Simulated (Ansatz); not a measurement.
**Computed energy over volume and axial ratio: ZnO (wurtzite)**

ZnO (wurtzite)

Space group P6₃mc (No. 186); a = 3.280 Å, b = 3.280 Å, c = 5.294 Å, α = 90.00°, β = 90.00°, γ = 120.00°

```json
[
 {"atom": "Zn", "site": "2b", "symmetry": "3m.", "x": "0.6667", "y": "0.3333", "z": "0.0021"},
 {"atom": "O", "site": "2b", "symmetry": "3m.", "x": "0.3333", "y": "0.6667", "z": "0.1231"}
]
```

Grid over V/V₀ and (c/a)/(c/a)₀, subscript 0 meaning the relaxed cell; the conventional c axis lies along z; no internal relaxation.

These are PBE (plane waves to 420 eV, PAW, scalar-relativistic; Ansatz, a program for electronic structure) values and carry that method's errors. k mesh 12×12×6 (Γ-centred), Fermi-Dirac smearing 0.05 eV. Energies are smeared free energies. Compression counts positive. As the atoms are clamped, bonds stretch with the cell, which overstates energies and stresses. The PAW data are Ansatz's earlier set. ZnO was relaxed with its symmetry unable to fall. ΔE is measured from the relaxed starting cell.

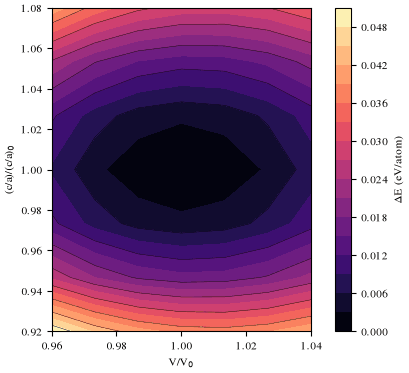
Figure: ΔE (eV/atom) over the 7×7 grid of computed points.

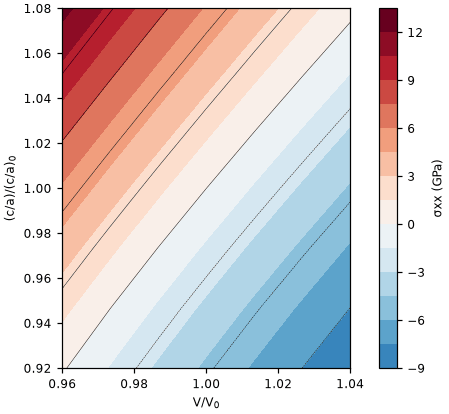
σxx (GPa) over the 7×7 grid of computed points.

The modulus against c/a change at fixed volume, (3/4V)·∂²E/∂(ln c/a)² (fit, atoms clamped) is 100 GPa, an upper bound as the atoms could relax. Highest place on the grid: V/V₀ = 0.960, (c/a)/(c/a)₀ = 0.920 (50.8 meV/atom). Lowest place on the grid: V/V₀ = 1.000, (c/a)/(c/a)₀ = 1.000 (0.0 meV/atom).

Near the relaxed cell σzz − σxx = −2Cδ (compression positive), C being this modulus and δ the logarithm of the ratio.

(A scan under strain: stresses follow from slopes of the energy per volume, elastic moduli from its curvatures.)
